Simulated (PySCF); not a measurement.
# CH3, step by step

We compute a series of 17 runs (UPBE0-D4/def2-TZVP, UCCSD(T)/def2-SVPD, USVWN5/def2-SVPD, UPBE/def2-SVPD, UBLYP/def2-SVPD, U-revPBE/def2-SVPD, UTPSS/def2-SVPD, U-r2SCAN/def2-SVPD, and more) of CH3. The job is set up through a Python script.

The calculation is run with PySCF 2.14.0.

### Step 1. The molecule

CH3 has 4 atoms, charge 0, and is taken as a doublet. The shape is cut from that of the parent molecule. The run starts from this shape.

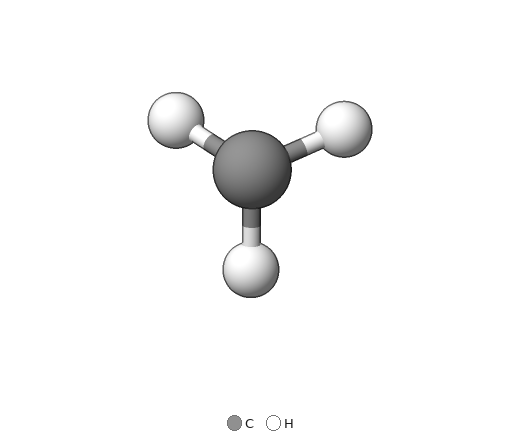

The structure, seen from a chosen angle (carbon grey, hydrogen white).

### Step 2. A structure relaxation at UPBE0-D4/def2-TZVP (density fitting with def2-universal-jkfit) (run 1)

job.py reads:

```python
from pyscf import gto, dft
from pyscf.geomopt.geometric_solver import kernel as optimise

mol = gto.Mole()
mol.atom = 'C -0.178804 0.066130 -0.084409; H -0.977019 -0.061444 0.673062; H -0.505599 -0.457756 -0.990760; H -0.130003 1.152671 -0.299760'
mol.max_memory = 1860
mol.verbose = 3
mol.basis = 'def2-tzvp'
mol.spin = 1
mol.build()

mf = dft.UKS(mol, xc='pbe0')
mf = mf.density_fit(auxbasis='def2-universal-jkfit')
mf.max_cycle = 100
mf.conv_tol = 1e-09
mf.disp = 'd4'
mf.grids.level = 4
converged, mol_eq = optimise(mf, maxsteps=80)
print('converged:', converged)
print(mol_eq.tostring())

mf.reset(mol_eq)
mol = mol_eq
mf.kernel()
e_tot = mf.e_tot
print('Final energy', e_tot)
```

The run is started by

```console
$ OMP_NUM_THREADS=1 python job.py
```

Output:

```text
<dir> SyntaxWarning: invalid escape sequence '\W'
  S = {(paw_set(r)[0], bool(re.search(r"spin_orbit\W+true|paw_fr", str((r.get("files") or {}).get("input") or "")) or re.search("(?i)spin.orbit\W+(value\W+)?(true|yes)|value\W+spin-orbit", json.dumps(r.get("inputs"), default=str)))) for r in records}

[... 23 lines left out ...]
> Will converge when all 5 criteria are reached:
[... 19 lines left out ...]
converged SCF energy = -39.7843166541307  <S^2> = 0.75345589  2S+1 = 2.0034529
[... 37 lines left out ...]
converged SCF energy = -39.7979171822798  <S^2> = 0.75492061  2S+1 = 2.0049146
[... 9 lines left out ...]
Failed inverse iteration - checking coordinate system
[... 36 lines left out ...]
converged SCF energy = -39.7928223256788  <S^2> = 0.75443467  2S+1 = 2.0044298
[... 57 lines left out ...]
converged SCF energy = -39.7987579444435  <S^2> = 0.75477216  2S+1 = 2.0047665
[... 57 lines left out ...]
converged SCF energy = -39.7995319751009  <S^2> = 0.75464059  2S+1 = 2.0046352
[... 48 lines left out ...]
Converged! =D
[... 1 line left out ...]
converged: True
C          -0.44806689        0.17507998       -0.17561630
H          -0.91344058       -0.11480736        0.75496544
H          -0.41143187       -0.52112691       -1.00055835
H          -0.01845145        1.16041117       -0.28071489

WARN: HOMO -0.203136536803513 >= LUMO -0.203136536803509

converged SCF energy = -39.7995375008207  <S^2> = 0.75465198  2S+1 = 2.0046466
Final energy -39.79953750082067
```

Wall time 46 s (1 thread of Arm Neoverse V1, shared host); peak memory 0.53 GiB.

The path in brief:

```tsv
step	energy from the first frame kept (eV)	largest force (eV/Å)
0	0.0000	2.9784
1	-0.3432	0.9264
2	-0.3701	0.9542
3	0.2395	2.5396
4	-0.2315	1.5201
5	-0.3816	0.7251
6	-0.4061	0.3638
7	-0.3930	0.6249
8	-0.4106	0.1581
9	-0.4130	0.1409
10	-0.4140	0.0369
11	-0.4142	0.0096
12	-0.4142	0.0036
```

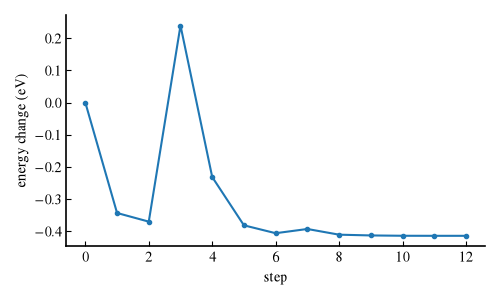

Energy along the run.

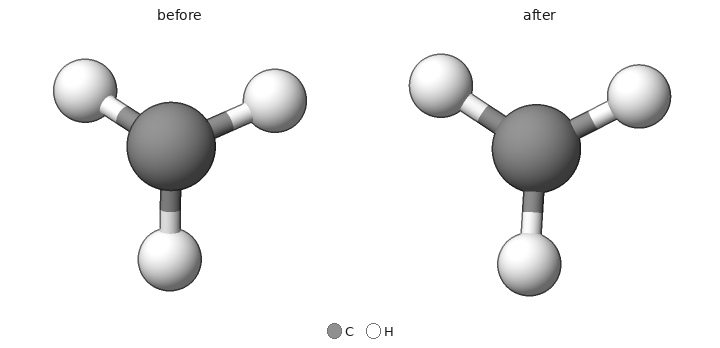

Before and after, at one scale.

After the run. Bond lengths: C1–H2 1.080 Å, C1–H3 1.080 Å, C1–H4 1.080 Å. Angles: H2–C1–H3 120.0°, H2–C1–H4 120.0°, H3–C1–H4 120.0°.

### Step 3. Fragment B of bond 2-1: a single-point energy at UCCSD(T)/def2-SVPD (run 2)

calc.py reads:

```python
from pyscf import gto, cc

mol = gto.Mole()
mol.atom = [
    ('C', (-0.448067, 0.175080, -0.175616)),
    ('H', (-0.913441, -0.114807, 0.754965)),
    ('H', (-0.411432, -0.521127, -1.000558)),
    ('H', (-0.018451, 1.160411, -0.280715)),
]
mol.basis = 'def2-svpd'
mol.verbose = 3
mol.spin = 1
mol.max_memory = 1860
mol.build()

hf = mol.UHF()
hf.conv_tol = 1e-10
hf.kernel()
if not hf.converged:
    hf = hf.newton().run(hf.mo_coeff, hf.mo_occ)

mycc = cc.CCSD(hf, frozen=1)
mycc.kernel()
e_t = mycc.ccsd_t()
e_final = mycc.e_tot + e_t
print(f'total energy: {e_final:.8f} hartree')
```

The run is started by

```console
$ OMP_NUM_THREADS=1 python calc.py
```

Output:

```text
<dir> SyntaxWarning: invalid escape sequence '\W'
  S = {(paw_set(r)[0], bool(re.search(r"spin_orbit\W+true|paw_fr", str((r.get("files") or {}).get("input") or "")) or re.search("(?i)spin.orbit\W+(value\W+)?(true|yes)|value\W+spin-orbit", json.dumps(r.get("inputs"), default=str)))) for r in records}

converged SCF energy = -39.5340426933195  <S^2> = 0.76123869  2S+1 = 2.0112073
E(UCCSD) = -39.6892982211621  E_corr = -0.1552555278425887
UCCSD(T) correction = -0.00328549795893616
total energy: -39.69258372 hartree
```

Wall time 2.9 s (1 thread of Arm Neoverse V1, shared host); peak memory 0.27 GiB.

Runs 3 to 5 aren't shown in full; the table further down has their settings and results.

### Step 4. Fragment B of bond 2-1: the energy at U-revPBE/def2-SVPD (run 6)

input.xyz reads:

```xyz
4

C     -0.448067     0.175080    -0.175616
H     -0.913441    -0.114807     0.754965
H     -0.411432    -0.521127    -1.000558
H     -0.018451     1.160411    -0.280715
```

calc.py reads:

```python
from pyscf import gto, dft

system = gto.M(
    atom='input.xyz',
    charge=0,
    spin=1,
    max_memory=1860,
    basis='def2-svpd',
    verbose=3,
)

ks = dft.UKS(system, xc='revpbe')
ks.conv_tol = 1e-10
ks.grids.level = 5
ks.kernel()
if not ks.converged:
    ks = ks.newton().run(ks.mo_coeff, ks.mo_occ)

e_final = ks.e_tot
print('E(%s) = %.9f' % ('REVPBE', e_final))
```

The run is started by

```console
$ OMP_NUM_THREADS=1 python calc.py
```

Output:

```text
<dir> SyntaxWarning: invalid escape sequence '\W'
  S = {(paw_set(r)[0], bool(re.search(r"spin_orbit\W+true|paw_fr", str((r.get("files") or {}).get("input") or "")) or re.search("(?i)spin.orbit\W+(value\W+)?(true|yes)|value\W+spin-orbit", json.dumps(r.get("inputs"), default=str)))) for r in records}

WARN: HOMO -0.214191106689179 >= LUMO -0.21419110668918

converged SCF energy = -39.797538001607  <S^2> = 0.75378185  2S+1 = 2.0037783
E(REVPBE) = -39.797538002
```

It took 3.9 s on 1 thread of Arm Neoverse V1, shared host; peak memory 0.25 GiB.

Runs 7 to 16 aren't shown in full; the table further down has their settings and results.

### Step 5. Fragment B of bond 2-1: the energy at UB2PLYP/def2-SVPD (run 17)

job.py reads:

```python
from pyscf import gto, dft, mp

mol = gto.M(
    atom='''
C   -0.448067   0.175080  -0.175616
H   -0.913441  -0.114807   0.754965
H   -0.411432  -0.521127  -1.000558
H   -0.018451   1.160411  -0.280715
''',
    spin=1,
    verbose=3,
    basis='def2-svpd',
    max_memory=1860,
)

ks = dft.UKS(mol, xc='0.53*HF + 0.47*B88, 0.73*LYP')
ks.grids.level = 5
ks.conv_tol = 1e-10
ks.kernel()
if not ks.converged:
    ks = ks.newton().run(ks.mo_coeff, ks.mo_occ)

pt = mp.MP2(ks, frozen=1).run()
e_tot = ks.e_tot + 0.27 * pt.e_corr
print('PT2 part  %.8f' % (0.27 * pt.e_corr))
print(f'total energy: {e_tot:.8f} hartree')
```

The run is started by

```console
$ OMP_NUM_THREADS=1 python job.py
```

Output:

```text
<dir> SyntaxWarning: invalid escape sequence '\W'
  S = {(paw_set(r)[0], bool(re.search(r"spin_orbit\W+true|paw_fr", str((r.get("files") or {}).get("input") or "")) or re.search("(?i)spin.orbit\W+(value\W+)?(true|yes)|value\W+spin-orbit", json.dumps(r.get("inputs"), default=str)))) for r in records}

converged SCF energy = -39.71478626087  <S^2> = 0.75555028  2S+1 = 2.0055426
E(UMP2) = -39.8759523159033  E_corr = -0.161166055033303
E(SCS-UMP2) = -39.8808681389684  E_corr = -0.166081878098398
PT2 part  -0.04351483
total energy: -39.75830110 hartree
```

Wall time 4.5 s (1 thread of Arm Neoverse V1, shared host); peak memory 0.26 GiB.

### Step 6. The series

```tsv
run	level	task	integral approximation	energy (Eh)	dipole moment (D) of the reference	HOMO energy (eV)	LUMO energy (eV)	wall time
1	UPBE0-D4/def2-TZVP (density fitting with def2-universal-jkfit)	optimise	def2-universal-jkfit	-39.799538	0.00	-6.81	-1.50	46 s
2	UCCSD(T)/def2-SVPD	energy	none	-39.692584	0.00	-10.51	2.77	2.9 s
3	USVWN5/def2-SVPD	energy	none	-39.397933	0.00	-5.35	-3.49	2.7 s
4	UPBE/def2-SVPD	energy	none	-39.743551	0.00	-5.38	-2.84	4.2 s
5	UBLYP/def2-SVPD	energy	none	-39.780208	0.00	-5.17	-2.93	3.9 s
6	U-revPBE/def2-SVPD	energy	none	-39.797538	0.00	-5.35	-2.68	3.9 s
7	UTPSS/def2-SVPD	energy	none	-39.820062	0.00	-5.48	-2.43	8.7 s
8	U-r2SCAN/def2-SVPD	energy	none	-39.782626	0.00	-5.88	-1.94	8.1 s
9	UM06-L/def2-SVPD	energy	none	-39.798003	0.00	-5.60	-2.16	8.1 s
10	UPBE0/def2-SVPD	energy	none	-39.755576	0.00	-6.82	-1.49	4.2 s
11	UB3LYP/def2-SVPD	energy	none	-39.812986	0.00	-6.46	-2.05	4.5 s
12	UBHLYP/def2-SVPD	energy	none	-39.783888	0.00	-8.04	-0.43	4.2 s
13	UM06-2X/def2-SVPD	energy	none	-39.777408	0.00	-7.79	-0.78	8.1 s
14	UCAM-B3LYP/def2-SVPD	energy	none	-39.781627	0.00	-8.19	-0.56	5.1 s
15	U-wB97X/def2-SVPD	energy	none	-39.793350	0.00	-9.16	0.42	5.4 s
16	U-wB97M-V/def2-SVPD	energy	none	-39.770927	0.00	-8.91	0.39	14 s
17	UB2PLYP/def2-SVPD	energy	none	-39.758301	0.00	-8.09	0.06	4.5 s
```

### Step 7. Summary of results

| quantity | value |
| --- | --- |
| fragment B of bond 2-1, run 17: total energy | -39.75830 Eh |
| fragment B of bond 2-1, run 17: dipole moment (SCF part) | 0.00 D |
| fragment B of bond 2-1, run 17: HOMO energy (SCF part's orbitals) (highest over α and β) | -8.09 eV |
| fragment B of bond 2-1, run 17: LUMO energy (SCF part's orbitals) (lowest over α and β) | 0.06 eV |
| fragment B of bond 2-1, run 17: ⟨S²⟩ | 0.756 |

Totals of different functionals can't be ranked against each other. All runs together took 2.3 min, the longest 46 s.
